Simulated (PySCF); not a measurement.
C₈H₇N, SMILES `c1ccc2[nH]ccc2c1`.

Computed with PySCF, 6-31G* basis, geometry: GFN2-xTB. No frequency check shows the geometry to be a minimum.

Coordinates in Å:

```
C1       2.1394    0.6805    0.0000
C2       2.1121   -0.7173    0.0000
C3       0.9212   -1.4108    0.0000
C4      -0.2535   -0.6696    0.0000
N5      -1.5583   -1.0710    0.0000
C6      -2.3641    0.0348    0.0000
C7      -1.6038    1.1626    0.0000
C8      -0.2423    0.7468    0.0000
C9       0.9790    1.4206    0.0000
H10      3.0957    1.1833    0.0000
H11      3.0452   -1.2614    0.0000
H12      0.9000   -2.4911    0.0000
H13     -1.8764   -2.0248    0.0000
H14     -3.4326   -0.0691    0.0000
H15     -1.9592    2.1737    0.0000
H16      1.0068    2.5003    0.0000
```

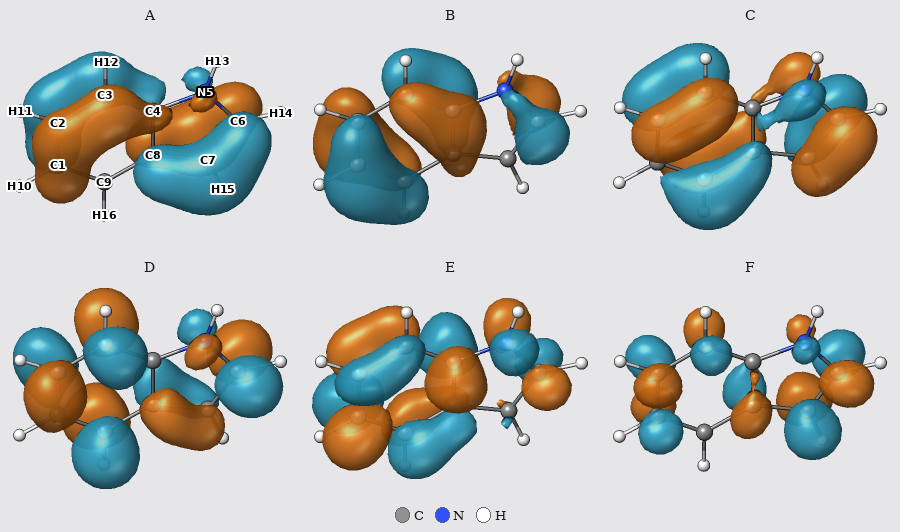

Natural orbitals of the π active space, CASSCF(10,9), triplet state at the geometry of the singlet, in order of falling occupation. Only those nearest the frontier are drawn.

What are the natural occupation numbers?

Answer. A 1.88, B 1.82, C 1.16, D 0.85, E 0.18, F 0.12.

Where does the lowest triplet lie relative to the singlet, at this geometry and within this active space?

Answer. 3.97 eV above it by strongly contracted NEVPT2 (+3.68 eV by CASSCF); a small basis tends to put such gaps a few tenths of an eV too high. This is a vertical energy for π states alone; a state that uses lone pairs or σ orbitals may lie lower.

Cost of the run: 3.3 min on 1 thread of Arm Neoverse V1, with other jobs on the host, peak memory 0.47 GiB.
